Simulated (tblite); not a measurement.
# Geometry relaxation of C$_{2}$H$_{7}$Al$_{2}$Cl$_{2}$F

System: C$_{2}$H$_{7}$Al$_{2}$Cl$_{2}$F.
Method: GFN2-xTB geometry optimisation, gas phase (tblite 0.8.0).

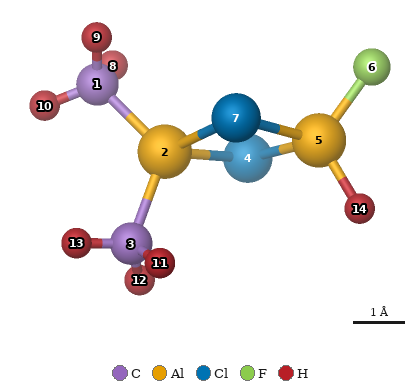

Fig. 1: The starting structure (ball-and-stick view, seen at a tilt; atoms are numbered from 1 in the order of the input). Sticks mark near contacts. Bond lengths as drawn: Al–C 1.95 to 1.99 Å, Al–Cl 2.20 to 2.23 Å, Al–F 1.80 Å, Al–H 1.60 Å and C–H 1.10 to 1.13 Å.

## Input
```
{"job": {"kind": "relax", "xc": "GFN2-xTB", "basis": "xTB"}, "charge": 0, "multiplicity": 1}
C     -2.078900     0.856200    -0.117500
Al    -0.355500    -0.052200     0.000800
C     -0.368400    -2.038200     0.026600
Cl     1.033200     0.710700    -1.551100
Al     2.468700     1.095200     0.104000
F      2.982600     2.812300     0.207300
Cl     0.974200     0.644200     1.648800
H     -2.040000     1.529700    -1.011800
H     -2.291200     1.550000     0.736700
H     -2.950200     0.166400    -0.300800
H      0.393900    -2.408200     0.739800
H     -0.100400    -2.452000    -0.961500
H     -1.344800    -2.458600     0.400500
H      3.676000     0.044100     0.056100
```

The first line tells a small driver script what to run in tblite; the rest is the geometry in Å.

Command:
```bash
OMP_NUM_THREADS=1 python <driver script> task.json out
```

## The program's output
```
step      E/eV     max force
  0    -654.87207    2.281
  1    -655.08524    1.615
  2    -655.22860    1.800
  3    -655.27909    0.454
  4    -655.30932    0.327
  5    -655.34048    0.504
  6    -655.34980    0.381
  7    -655.36613    0.237
  8    -655.37197    0.239
  9    -655.38356    0.240
 10    -655.38894    0.180
 11    -655.39164    0.093
 12    -655.39239    0.084
 13    -655.39299    0.105
 14    -655.39395    0.098
 15    -655.39516    0.082
 16    -655.39652    0.097
 17    -655.39808    0.104
 18    -655.40018    0.141
 19    -655.40291    0.170
 20    -655.40593    0.182
 21    -655.40872    0.138
 22    -655.41108    0.135
 23    -655.41303    0.115
 24    -655.41471    0.088
 25    -655.41630    0.094
 26    -655.41794    0.149
 27    -655.41955    0.152
 28    -655.42085    0.095
 29    -655.42172    0.074
 30    -655.42241    0.082
 31    -655.42331    0.111
 32    -655.42429    0.106
 33    -655.42496    0.059
 34    -655.42532    0.068
 35    -655.42565    0.065
 36    -655.42609    0.067
 37    -655.42666    0.074
 38    -655.42722    0.090
 39    -655.42768    0.080
 40    -655.42806    0.055
 41    -655.42846    0.058
 42    -655.42882    0.039
 43    -655.42906    0.032
 44    -655.42925    0.035
 45    -655.42946    0.045
 46    -655.42974    0.052
 47    -655.43005    0.058
 48    -655.43030    0.040
 49    -655.43043    0.022
 50    -655.43050    0.018
 51    -655.43055    0.019
 52    -655.43060    0.021
 53    -655.43066    0.019
 54    -655.43073    0.025
 55    -655.43082    0.028
 56    -655.43091    0.027
 57    -655.43102    0.028
 58    -655.43114    0.034
 59    -655.43126    0.038
 60    -655.43141    0.041
 61    -655.43162    0.040
 62    -655.43191    0.041
 63    -655.43224    0.039
 64    -655.43249    0.032
 65    -655.43264    0.032
 66    -655.43280    0.043
 67    -655.43302    0.048
 68    -655.43325    0.034
 69    -655.43342    0.040
 70    -655.43356    0.028
 71    -655.43370    0.037
 72    -655.43393    0.049
 73    -655.43429    0.051
 74    -655.43473    0.054
 75    -655.43519    0.064
 76    -655.43583    0.066
 77    -655.42685    0.425
 78    -655.43669    0.069
 79    -655.43722    0.061
 80    -655.43851    0.123
 81    -655.43900    0.044
 82    -655.43922    0.037
 83    -655.43994    0.045
 84    -655.44024    0.048
 85    -655.44068    0.044
 86    -655.44106    0.054
 87    -655.44163    0.078
 88    -655.44221    0.078
 89    -655.44270    0.049
 90    -655.44256    0.125
 91    -655.44306    0.028
 92    -655.44318    0.026
 93    -655.44373    0.032
 94    -655.44410    0.045
 95    -655.44464    0.054
 96    -655.44493    0.038
 97    -655.44508    0.026
 98    -655.44515    0.013
 99    -655.44518    0.018
100    -655.44520    0.023
101    -655.44522    0.013
102    -655.44524    0.008
```

## Trajectory as extended XYZ (Å, eV, eV/Å), 8 of the 103 frames kept, from step=0 to step=102
```
14
Properties=species:S:1:pos:R:3:forces:R:3 step=0 energy=-654.87207
C    -2.0789    0.8562   -0.1175   -0.5480   0.9260  -0.3160
Al   -0.3555   -0.0522    0.0008   -0.6040  -0.8510   0.0480
C    -0.3684   -2.0382    0.0266    0.1340  -0.1320   0.4880
Cl    1.0332    0.7107   -1.5511    0.3650   0.0910   0.3530
Al    2.4687    1.0952    0.1040    1.1880   1.6820   0.0190
F     2.9826    2.8123    0.2073   -0.7020  -2.1650  -0.1510
Cl    0.9742    0.6442    1.6488    0.2430   0.1090  -0.2530
H    -2.0400    1.5297   -1.0118   -0.2450  -0.2740   0.4200
H    -2.2912    1.5500    0.7367   -0.2260  -0.6020  -0.5640
H    -2.9502    0.1664   -0.3008    0.8720   0.7110   0.4270
H     0.3939   -2.4082    0.7398   -0.1750  -0.1710  -0.2760
H    -0.1004   -2.4520   -0.9615   -0.3710  -0.1920   0.4360
H    -1.3448   -2.4586    0.4005    0.9240   0.3640  -0.6720
H     3.6760    0.0441    0.0561   -0.8540   0.5030   0.0400
14
Properties=species:S:1:pos:R:3:forces:R:3 step=15 energy=-655.39516
C    -2.0658    0.9700   -0.1387   -0.0500   0.0320  -0.0190
Al   -0.4175   -0.1134    0.0036    0.0590   0.0020   0.0120
C    -0.2904   -2.0888    0.0430    0.0040  -0.0730   0.0080
Cl    1.0701    0.6988   -1.4866   -0.0220  -0.0200  -0.0190
Al    2.4855    1.1557    0.0984   -0.0480   0.0080   0.0110
F     2.9662    2.7299    0.1839    0.0060   0.0300  -0.0190
Cl    0.9834    0.6607    1.5960   -0.0580   0.0010  -0.0060
H    -2.1329    1.6217   -1.0142    0.0500   0.0400  -0.0510
H    -2.3515    1.5883    0.7157    0.0380  -0.0020   0.0620
H    -2.8669    0.2333   -0.2595   -0.0270   0.0090   0.0260
H     0.4335   -2.5397    0.7275    0.0670   0.0310   0.0290
H    -0.1031   -2.5462   -0.9328   -0.0080   0.0010  -0.0390
H    -1.2697   -2.4600    0.3599   -0.0170  -0.0260  -0.0150
H     3.5583    0.0893    0.0817    0.0040  -0.0320   0.0210
14
Properties=species:S:1:pos:R:3:forces:R:3 step=29 energy=-655.42172
C    -2.0454    1.0149   -0.1373    0.0110   0.0080   0.0030
Al   -0.4675   -0.1808   -0.0295   -0.0590  -0.0040  -0.0440
C    -0.2456   -2.1524    0.0220    0.0240   0.0150   0.0140
Cl    1.0411    0.6235   -1.5049   -0.0010  -0.0130  -0.0570
Al    2.3859    1.1646    0.1083   -0.0100  -0.0290   0.0240
F     2.9246    2.7240    0.0970   -0.0380  -0.0200   0.0020
Cl    0.8375    0.7162    1.5728    0.0570   0.0150   0.0450
H    -2.0517    1.7155   -0.9795    0.0040  -0.0110   0.0000
H    -2.1835    1.6242    0.7637   -0.0510  -0.0060  -0.0110
H    -2.9486    0.4064   -0.2407   -0.0080   0.0440   0.0150
H     0.5453   -2.5183    0.6855    0.0320  -0.0050   0.0070
H    -0.0454   -2.5948   -0.9600   -0.0150   0.0130   0.0030
H    -1.1746   -2.6109    0.3748    0.0160  -0.0010  -0.0150
H     3.4274    0.0674    0.2055    0.0360  -0.0060   0.0120
14
Properties=species:S:1:pos:R:3:forces:R:3 step=44 energy=-655.42925
C    -2.0559    1.0466   -0.1318    0.0190   0.0000  -0.0090
Al   -0.5075   -0.1910   -0.0343    0.0200   0.0080  -0.0090
C    -0.2146   -2.1541    0.0200   -0.0090   0.0130   0.0010
Cl    1.0326    0.5674   -1.5148   -0.0200  -0.0130   0.0170
Al    2.3578    1.1146    0.1174    0.0280   0.0080  -0.0140
F     2.8436    2.6902    0.0639   -0.0020   0.0080   0.0100
Cl    0.8094    0.7000    1.5796    0.0190  -0.0060   0.0190
H    -2.0196    1.7501   -0.9709   -0.0020   0.0100  -0.0120
H    -2.1759    1.6580    0.7703   -0.0150  -0.0020   0.0010
H    -2.9876    0.4864   -0.2463   -0.0070   0.0010  -0.0010
H     0.6141   -2.4843    0.6575    0.0060   0.0130  -0.0080
H    -0.0215   -2.5783   -0.9721   -0.0170  -0.0040   0.0090
H    -1.1095   -2.6591    0.3942    0.0070  -0.0340   0.0000
H     3.4340    0.0530    0.2452   -0.0260  -0.0020  -0.0010
14
Properties=species:S:1:pos:R:3:forces:R:3 step=58 energy=-655.43114
C    -2.0564    1.0594   -0.1364   -0.0180   0.0010  -0.0030
Al   -0.5185   -0.1912   -0.0226    0.0050   0.0040   0.0000
C    -0.2173   -2.1549    0.0252    0.0050  -0.0080   0.0080
Cl    1.0277    0.5550   -1.5058   -0.0310  -0.0090   0.0090
Al    2.3575    1.1083    0.1177   -0.0230  -0.0020   0.0040
F     2.8270    2.6890    0.0703    0.0110   0.0040   0.0090
Cl    0.8175    0.6822    1.5911    0.0020   0.0020  -0.0150
H    -2.0060    1.7630   -0.9758    0.0070  -0.0040   0.0090
H    -2.1953    1.6708    0.7636    0.0110  -0.0100  -0.0110
H    -2.9882    0.5008   -0.2666    0.0140   0.0040  -0.0050
H     0.6444   -2.4590    0.6325    0.0070   0.0020  -0.0170
H    -0.0427   -2.5679   -0.9754   -0.0080  -0.0030   0.0050
H    -1.0783   -2.6985    0.4248    0.0060   0.0230   0.0000
H     3.4278    0.0423    0.2353    0.0110  -0.0020   0.0060
14
Properties=species:S:1:pos:R:3:forces:R:3 step=73 energy=-655.43429
C    -2.0607    1.0683   -0.1530    0.0400  -0.0030   0.0070
Al   -0.5418   -0.2054   -0.0005   -0.0250   0.0150  -0.0220
C    -0.1967   -2.1623    0.0371    0.0040   0.0230  -0.0320
Cl    0.9915    0.5537   -1.4965    0.0000  -0.0020  -0.0140
Al    2.3256    1.0974    0.1194    0.0410   0.0030   0.0310
F     2.8253    2.6703    0.1171   -0.0150  -0.0070  -0.0090
Cl    0.7940    0.6739    1.6051   -0.0040   0.0020  -0.0170
H    -1.9359    1.7854   -0.9730   -0.0010   0.0160  -0.0170
H    -2.2163    1.6707    0.7495   -0.0100  -0.0090   0.0210
H    -3.0068    0.5558   -0.3430   -0.0020  -0.0280   0.0080
H     0.7561   -2.4302    0.5114   -0.0070  -0.0060   0.0050
H    -0.1570   -2.5816   -0.9753   -0.0140  -0.0040   0.0060
H    -0.9753   -2.7239    0.5597    0.0100   0.0000   0.0220
H     3.3973    0.0274    0.2198   -0.0170  -0.0010   0.0090
14
Properties=species:S:1:pos:R:3:forces:R:3 step=87 energy=-655.44163
C    -2.0523    1.0694   -0.1834   -0.0730   0.0270  -0.0030
Al   -0.5301   -0.1931   -0.0352   -0.0260   0.0370  -0.0030
C    -0.1838   -2.1462    0.0337    0.0140   0.0260   0.0130
Cl    1.0056    0.5846   -1.5054    0.0150  -0.0140   0.0010
Al    2.3198    1.0753    0.1489   -0.0140  -0.0040   0.0000
F     2.8171    2.6473    0.1650    0.0300   0.0210  -0.0070
Cl    0.7654    0.6689    1.6078    0.0050  -0.0080  -0.0050
H    -1.9233    1.8415   -0.9520    0.0120  -0.0150   0.0010
H    -2.2696    1.6072    0.7465    0.0270   0.0000   0.0330
H    -2.9761    0.5423   -0.4369   -0.0010  -0.0240  -0.0270
H     0.8574   -2.3856    0.2899   -0.0100  -0.0140  -0.0150
H    -0.3867   -2.6401   -0.9225   -0.0090  -0.0160   0.0290
H    -0.8081   -2.6528    0.7765    0.0120  -0.0150  -0.0310
H     3.3641   -0.0191    0.2449    0.0170  -0.0010   0.0120
14
Properties=species:S:1:pos:R:3:forces:R:3 step=102 energy=-655.44524
C    -2.0737    1.0652   -0.2026   -0.0020  -0.0010   0.0030
Al   -0.5375   -0.1818   -0.0556    0.0020   0.0030   0.0050
C    -0.1831   -2.1338    0.0318    0.0080   0.0010   0.0020
Cl    1.0291    0.5904   -1.5006   -0.0020   0.0000   0.0000
Al    2.3341    1.0726    0.1673   -0.0030   0.0000  -0.0030
F     2.8651    2.6346    0.1815    0.0000   0.0000  -0.0040
Cl    0.7531    0.6700    1.5992   -0.0010   0.0060   0.0010
H    -1.9356    1.8740   -0.9299    0.0060   0.0000   0.0010
H    -2.3155    1.5519    0.7496   -0.0050   0.0000   0.0030
H    -2.9801    0.5335   -0.5053    0.0060  -0.0020  -0.0050
H     0.8855   -2.3675    0.1334   -0.0040  -0.0010  -0.0020
H    -0.5317   -2.6723   -0.8549   -0.0020   0.0020  -0.0030
H    -0.6820   -2.6096    0.8821   -0.0010  -0.0030  -0.0020
H     3.3717   -0.0277    0.2819   -0.0020  -0.0040   0.0030
```

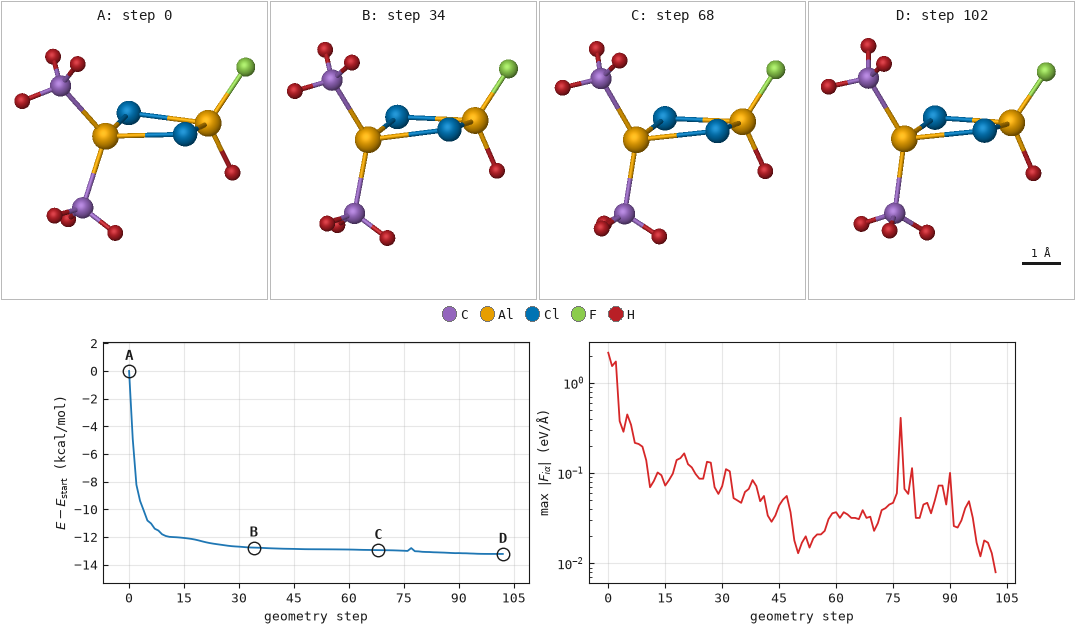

Fig. 2: Frames of the relaxation (ball-and-stick view, seen at a tilt) above the curves, on which the letters mark them (steps are counted from 0).

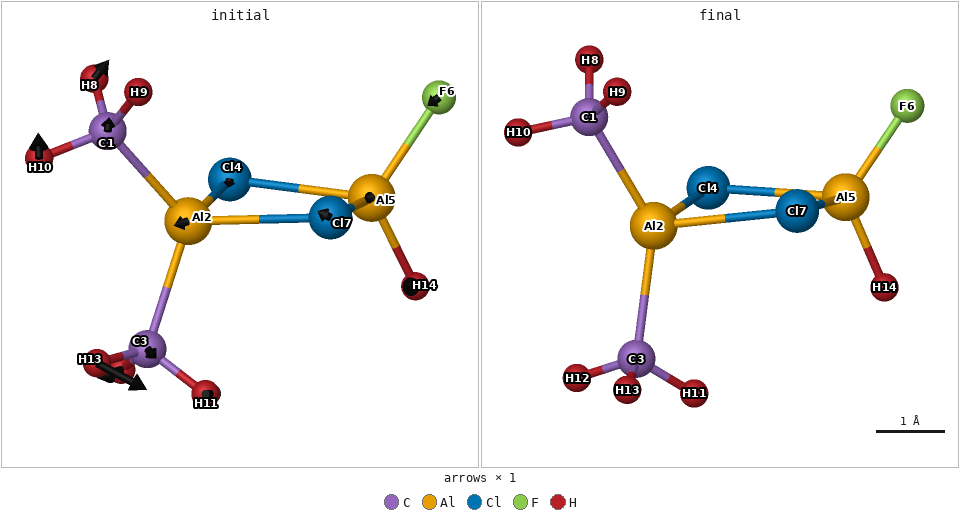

Fig. 3: Before (left) and after (right) the relaxation, at one scale (ball-and-stick view, seen at a tilt). The black arrows give the displacements, at true length. The energy falls by 13.2 kcal/mol in 102 geometry steps. Largest force component: 2.2 eV/Å at the start, 0.008 eV/Å at the end. The atom that moves furthest after the best rigid fit is H13 (0.84 Å). By element the largest moves are H 0.84 Å, Al 0.23 Å, Cl 0.23 Å, C 0.22 Å, F 0.21 Å. Distances before and after: Al5–F6 1.795 → 1.650 Å, Al5–H14 1.601 → 1.517 Å, Cl4–Al5 2.224 → 2.172 Å, Al2–Cl4 2.218 → 2.267 Å. Among the angles that change: C1–Al2–C3 117.4° → 139.4°, C1–Al2–Cl7 115.2° → 105.0°, Al2–C1–H8 107.3° → 114.5°. (Atoms are counted from 1 in the order of the input.)

## Results in brief

| quantity | value |
| --- | --- |
| outcome | converged |
| total energy | −655.4452 eV |
| hardware | 1 CPU thread, shared host |
| wall time | 0.84 s |
| peak memory | 0.18 GiB |
